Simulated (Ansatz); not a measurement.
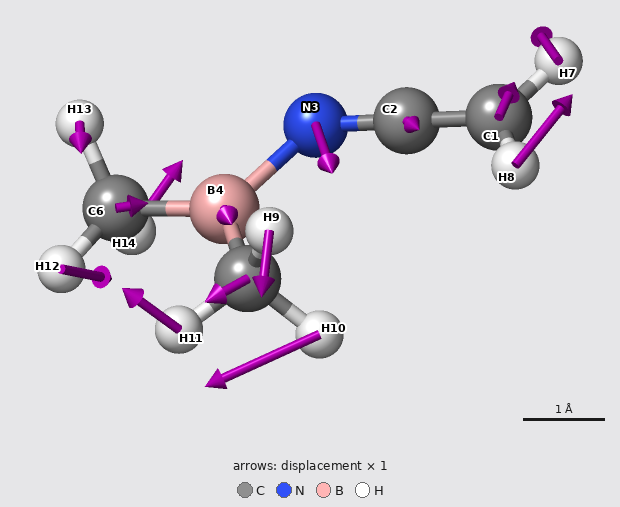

This is a relaxation of C$_{4}$H$_{8}$BN (coarse preliminary run). The starting structure is drawn; purple arrows show the displacements, at their true length. The two geometries are superimposed by the best rigid fit.

Style: ball-and-stick. Shown from a free direction.

The start comes from a force field.

Method: RKS PBE-D4/def2-SVP (Ansatz). (force threshold 0.03 eV/Å; at most 200 steps)

Describe the change and its energy.

Answer. An H atom moves most after the best rigid fit: 1.57 Å. By element the largest moves are H 1.57 Å, N 1.02 Å, C 0.67 Å, B 0.39 Å. Among the contacts that change: B–N 1.626 → 1.406 Å, C–H 1.021 → 1.100 Å, C–N 1.267 → 1.212 Å, C–H 1.152 → 1.113 Å. Among the angles between lasting bonds that change: C–N–B 120.8° → 180.0°, H–C–H 112.0° → 105.6°, B–C–H 108.5° → 114.4°. Groups turn about B–C by about 50°, B–C by about 45°. After 20 accepted moves (24 points after the start) the energy has fallen by 140.0 kJ/mol. The largest force component goes from 3.1 to 0.0063 eV/Å. The line search rejected the trial steps at points 7, 14, 16, 19 of the run. The forces were under the threshold at step 17, but the run went on from there.
